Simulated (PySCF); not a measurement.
# MoO3 (SMILES [O]=[Mo](=[O])=[O]): levels of theory compared

Wanted: a comparison of 5 runs (HF/STO-3G, HF/3-21G, B2PLYP/def2-SVPD, wB97M-V/def2-SVPD, SCS-MP2/def2-SVPD) of MoO3. 

The results are computed with PySCF 2.14.0.

4 further runs of the same task are left out: 4 set aside as unsound or not needed. Runs told in other sessions of the task aren't counted.

## 1. Starting point

The species is MoO3 (4 atoms), meant as a singlet with charge 0. As SMILES, `[O]=[Mo](=[O])=[O]`. The coordinates come from a PBE0-D4/def2-TZVP relaxation.

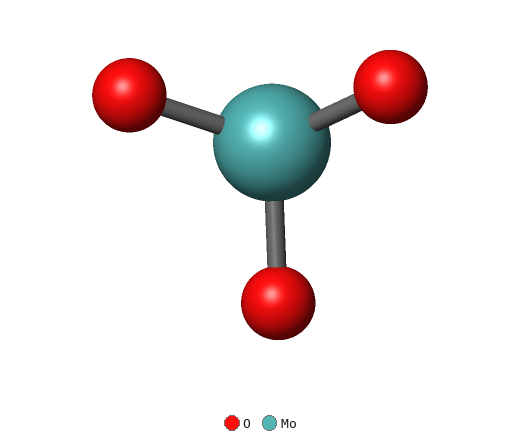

The structure, seen from a chosen angle (oxygen red, molybdenum teal).

## 2. A single-point energy at HF/STO-3G (run 1)

Input file input.py:

```python
# [O]=[Mo](=[O])=[O]
from pyscf import gto

mol = gto.Mole()
mol.atom = '''
O     -1.829255    -0.283081     2.385779
Mo    -0.260971    -0.635893    -0.378512
O      2.847817    -1.148198     0.167808
O     -0.652333     1.953221    -2.213625
'''
mol.basis = 'sto-3g'
mol.verbose = 4
mol.spin = 0
mol.charge = 0
mol.max_memory = 1860
mol.unit = 'bohr'
mol.build()

calc0 = mol.RHF()
calc0.conv_tol = 1e-10
calc0.kernel()
if not calc0.converged:
    calc0 = calc0.newton().run(calc0.mo_coeff, calc0.mo_occ)

e_final = calc0.e_tot
print('E = %.10f Eh' % e_final)
```

Started as:

```
OMP_NUM_THREADS=1 python input.py
```

The log of the run:

```text
PySCF version 2.14.0

[... 70 lines left out ...]
converged SCF energy = -4157.49526134327
E = -4157.4952613433 Eh
```

Wall time 1.1 s (1 thread of Arm Neoverse V1, shared host); peak memory 0.12 GiB.

## 3. The energy at HF/3-21G (run 2)

Input file run.py:

```python
from pyscf import gto

mol = gto.M(
    atom=[
    ('O', (-0.968000, -0.149800, 1.262500)),
    ('Mo', (-0.138100, -0.336500, -0.200300)),
    ('O', (1.507000, -0.607600, 0.088800)),
    ('O', (-0.345200, 1.033600, -1.171400)),
],
    charge=0,
    basis='3-21g',
    max_memory=1860,
    verbose=4,
)

hf = mol.RHF()
hf.conv_tol = 1e-10
hf.kernel()
if not hf.converged:
    hf = hf.newton().run(hf.mo_coeff, hf.mo_occ)

e_tot = hf.e_tot
print('Final energy', e_tot)
```

Started as:

```
OMP_NUM_THREADS=1 python run.py
```

The log of the run:

```text
PySCF version 2.14.0

[... 72 lines left out ...]
converged SCF energy = -4179.80144206657
Final energy -4179.801442066567
```

It took 1.4 s on 1 thread of Arm Neoverse V1, shared host; peak memory 0.13 GiB.

Runs 3 to 4 aren't shown in full; the table further down has their settings and results.

## 4. A single-point energy at SCS-MP2/def2-SVPD (core potential) (run 5)

Input file calc.py:

```python
from pyscf import gto, scf, mp

molecule = gto.M(
    atom='''
O     -1.829255    -0.283081     2.385779
Mo    -0.260971    -0.635893    -0.378512
O      2.847817    -1.148198     0.167808
O     -0.652333     1.953221    -2.213625
''',
    unit='bohr',
    basis='def2-svpd',
    verbose=4,
    max_memory=1860,
    ecp={'Mo': 'def2-svp'},
)

calc0 = scf.RHF(molecule)
calc0.conv_tol = 1e-10
calc0.kernel()
if not calc0.converged:
    calc0 = calc0.newton().run(calc0.mo_coeff, calc0.mo_occ)

pt = mp.MP2(calc0, frozen=3).run()
energy = calc0.e_tot + 1.2 * pt.e_corr_os + pt.e_corr_ss / 3
print('E = %.10f Eh' % energy)
```

Started as:

```
OMP_NUM_THREADS=1 python calc.py
```

The log of the run:

```text
PySCF version 2.14.0

[... 70 lines left out ...]
converged SCF energy = -291.879235039117
[... 1 line left out ...]
******** <class 'pyscf.mp.mp2.RMP2'> ********
nocc = 16, nmo = 100
frozen orbitals 3
E(RMP2) = -292.97221131654  E_corr = -1.09297627742334
E(SCS-RMP2) = -292.895484789317  E_corr = -1.01624975020046
E_corr(same-spin) = -0.340755903124092
E_corr(oppo-spin) = -0.752220374299244
E = -292.8954847893 Eh
```

It took 3.6 s on 1 thread of Arm Neoverse V1, shared host; peak memory 0.29 GiB.

## 5. All runs side by side

```
run                               level  core potential  frozen core orbitals   energy (Eh)  dipole moment (D) of the reference  HOMO energy (eV)  LUMO energy (eV)  wall time
  1                           HF/STO-3G               –                     –  -4157.495261                                4.74             -7.60              2.97      1.1 s
  2                            HF/3-21G               –                     –  -4179.801442                                5.37            -12.21             -1.72      1.4 s
  3   B2PLYP/def2-SVPD (core potential)        def2-svp                     3   -293.483782                                5.24            -10.80             -3.96       21 s
  4  wB97M-V/def2-SVPD (core potential)        def2-svp                     –   -293.595433                                5.05            -11.59             -3.08       84 s
  5  SCS-MP2/def2-SVPD (core potential)        def2-svp                     3   -292.895485                                5.67            -13.25             -2.16      3.6 s
```

## 6. Summary of results

| quantity | value |
| --- | --- |
| run 5: total energy | -292.89548 Eh |
| run 5: dipole moment (Hartree–Fock density) | 5.67 D |
| run 5: HOMO energy (Hartree–Fock orbitals) | -13.25 eV |
| run 5: LUMO energy (Hartree–Fock orbitals) | -2.16 eV |
| run 5: HOMO–LUMO gap (Hartree–Fock orbitals) | 11.09 eV |
| run 5: correlation energy (3 core orbitals frozen) | -1016.2 mEh |

In words: Over runs 1, 2, 3, 4 the dipole moment (its size) runs from 4.74 D (HF/STO-3G) to 5.37 D (HF/3-21G). Over runs 1, 2, 3, 4 the HOMO–LUMO gap runs from 6.84 eV (B2PLYP/def2-SVPD) to 10.57 eV (HF/STO-3G). The two ends differ in method and basis and core potential. A double hybrid's value is that of its SCF part. Totals of different functionals can't be ranked against each other. Some runs of one species differ in core potentials or relativity; totals across that change don't compare. In run 1 the basis is minimal, so the values are rough. In runs 1, 2 relativity is left out where basis or elements ask for it. All runs together took 1.9 min, the longest 84 s.
